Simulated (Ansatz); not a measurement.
**FH: comparison of methods with full CI in Python**

Aim: a comparison of methods with full CI, for FH, run from a script.

Program: the Python package of Ansatz 0.2.0. The levels of theory stand in the script. These are calculated values, not measurements.

## 1. Starting point

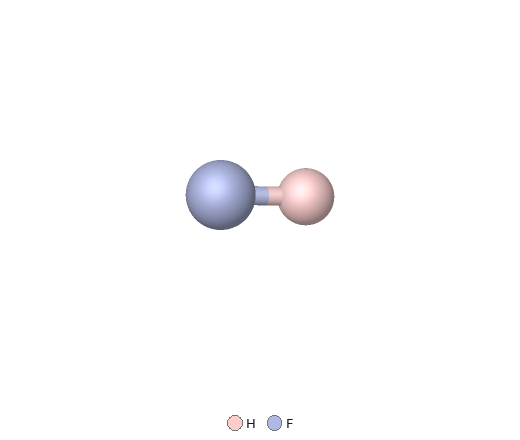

The structure that the script starts from, seen from a chosen angle (hydrogen pink, fluorine light blue).

The script holds or builds the structure itself.

## 2. The script

The input, fci.py:

```python
'''How close coupled cluster comes to full CI on FH.'''

import ansatz as az

BASIS_SET = '6-31G'


def main() -> None:
    geometry_ang = [
        ('H', (0.0, 0.0, 0.0)),
        ('F', (0.0, 0.0, 0.935)),
    ]
    molecule = az.Crystal.molecule()
    for symbol, xyz in geometry_ang:
        molecule = molecule.atom(symbol, xyz)

    base = molecule.calculation().basis(gaussian=BASIS_SET)
    exact = base.correlation('fci').run().report
    print(f'full CI {exact["free_energy_ev"] / 27.211386246:.7f} Ha over {exact["configurations"]["states"][0]["n_determinants"]} determinants')
    print('natural occupations', [round(n, 4) for n in exact['configurations']['natural_occupations']])
    print(f'hf       misses {1000 * (exact["reference_energy_ev"] - exact["free_energy_ev"]) / 27.211386246:9.3f} mHa')
    for method in ['mp2', 'ccsd', 'ccsd_t', 'ccsdt_q']:
        e = base.correlation(method).run().report['free_energy_ev']
        print(f'{method:8s} misses {1000 * (e - exact["free_energy_ev"]) / 27.211386246:9.3f} mHa')


if __name__ == '__main__':
    main()
```

## 3. The calls as engine input

The package turns the script's settings into the engine's input (first run):

```yaml
crystal:
  periodic: [false, false, false]
  atoms:
    - { symbol: H, position_ang: [0.0, 0.0, 0.0] }
    - { symbol: F, position_ang: [0.0, 0.0, 0.935] }
basis:
  gaussian:
    orbitals: "6-31G"
correlation:
  method: fci
```

## 4. Launch

Launch:

```
python fci.py
```

Standard output:

```text
full CI -100.1156243 Ha over 11124 determinants
natural occupations [1.9915, 1.9845, 1.9845, 1.9702, 0.0282, 0.0149, 0.0149, 0.0091, 0.0018, 0.0004]
hf       misses   132.413 mHa
mp2      misses     3.784 mHa
ccsd     misses     1.073 mHa
ccsd_t   misses     0.429 mHa
ccsdt_q  misses    -0.011 mHa
```

Wall time 1.3 s (1 thread of Arm Neoverse V2, shared host); peak memory 0.14 GiB.

## 5. What changed from run to run

The engine's inputs for some of the other runs:

Run 2, against run 1:

```diff
@@ -10 +10 @@
-  method: fci
+  method: mp2
```

Run 3, against run 1:

```diff
@@ -10 +10 @@
-  method: fci
+  method: ccsd
```

Run 4, against run 1:

```diff
@@ -10 +10 @@
-  method: fci
+  method: ccsd_t
```

## 6. Run by run

From the records of these 5 runs:

```csv
run,method,energy (eV),iterations in all,CPU time (s)
1,fci,-2724.2849,12,0.55
2,mp2,-2724.1819,12,0.02
3,ccsd,-2724.2557,17,0.06
4,ccsd_t,-2724.2732,17,0.07
5,ccsdt_q,-2724.2852,17,0.23
```

Correlation energies (total less mean field):

```csv
method,correlation (eV),share of the last,miss against the last (eV),CPU time (s)
mp2,-3.500,97.1 %,+0.103,0.02
ccsd,-3.574,99.2 %,+0.029,0.06
ccsd_t,-3.591,99.7 %,+0.012,0.07
ccsdt_q,-3.603,100.0 %,+0.000,0.23
```

## 7. Results

```
                    quantity                                                           value
         natural occupations  1.9915, 1.9845, 1.9845, 1.9702, 0.0282, 0.0149, 0.0149, 0.0091
        hf misses full CI by                                                     132.413 mHa
       mp2 misses full CI by                                                       3.784 mHa
      ccsd misses full CI by                                                       1.073 mHa
    ccsd_t misses full CI by                                                       0.429 mHa
   ccsdt_q misses full CI by                                                      -0.011 mHa
               runs compared                                                               5
correlation energy, last run                                                       -3.603 eV
```

In words: The natural occupations stay near whole numbers, so one determinant describes the state well. Against full CI in this basis, ccsdt_q comes nearest; 1.6 mHa is 1 kcal/mol. mp2 catches 97 % of the correlation energy of ccsdt_q. Full CI is exact only within this small basis and its frozen core, at an unrelaxed geometry.
